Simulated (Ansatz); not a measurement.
# ClGeH3: the cost of one run

Program: Ansatz 0.2.0. Level of theory: RKS LDA/def2-SVP. These are calculated values, not measurements.

### Step 1. Starting point

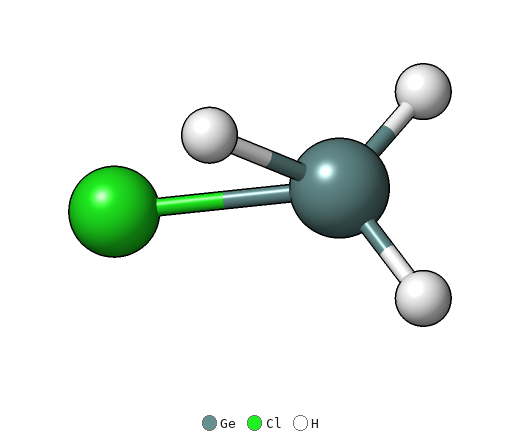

The starting structure, seen from a chosen angle (germanium teal, chlorine green, hydrogen white).

Coordinates:

```xyz
5

Ge    0.0000    0.0000    0.0000
Cl    1.3501    0.0000    2.0083
H     1.7410    0.0000    0.1780
H    -0.7300    1.2648   -0.5162
H    -0.7300   -1.2648   -0.5162
```

### Step 2. Pulling towards end A

Springs on the bonds that form and break draw the guess towards this end; the thresholds are loose.

input.yaml

```yaml
crystal:
  periodic: [false, false, false]
  atoms:
    - { symbol: Ge, position_ang: [0.0, 0.0, 0.0] }
    - { symbol: Cl, position_ang: [1.3501, 0.0, 2.0083] }
    - { symbol: H, position_ang: [1.741, 0.0, 0.178] }
    - { symbol: H, position_ang: [-0.73, 1.2648, -0.5162] }
    - { symbol: H, position_ang: [-0.73, -1.2648, -0.5162] }
basis:
  gaussian: { orbitals: def2-SVP }
hamiltonian:
  xc: lda
relax:
  f_tol: 0.15
  max_steps: 25
  restrain:
    - { distance: [1, 2], at: 2.57, k: 30.0 }
    - { distance: [0, 1], at: 2.22, k: 30.0 }
    - { distance: [0, 2], at: 1.55, k: 30.0 }
```

Command:

```bash
> ansatz run input.yaml --threads 1 --pin off --max-ram 2048MiB --backend cpu --events-out ev --progress --plain --runs-dir out
```

What time and memory should one allow on 1 thread of Intel Xeon Platinum 8559C (Emerald Rapids), shared host?

About 2.4 s, with a peak of 0.13 GiB.
